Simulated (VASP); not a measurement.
Band structure of CaSe (rock salt). All values below come from r2SCAN meta-GGA, VASP's PBE PAW potentials (set 64) (plane waves; VASP).

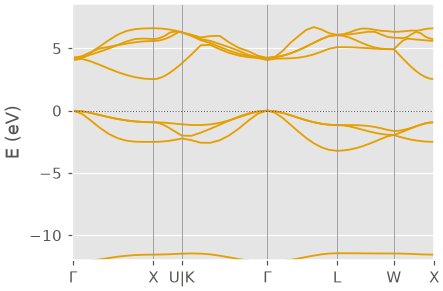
*Bands along high-symmetry lines, zero at the valence-band maximum or, without a gap, the Fermi level*

Read the plot: is there a gap, and where are the band edges?

The gap is indirect, 2.53 eV, from the valence maximum at Γ to the conduction minimum at X.

Measured: gap 3.85 eV (computed value off by -1.32 eV), as given by Abedi et al., (2022), arXiv:2211.14644.

The compound is CaSe in the rock salt structure. It was relaxed first.
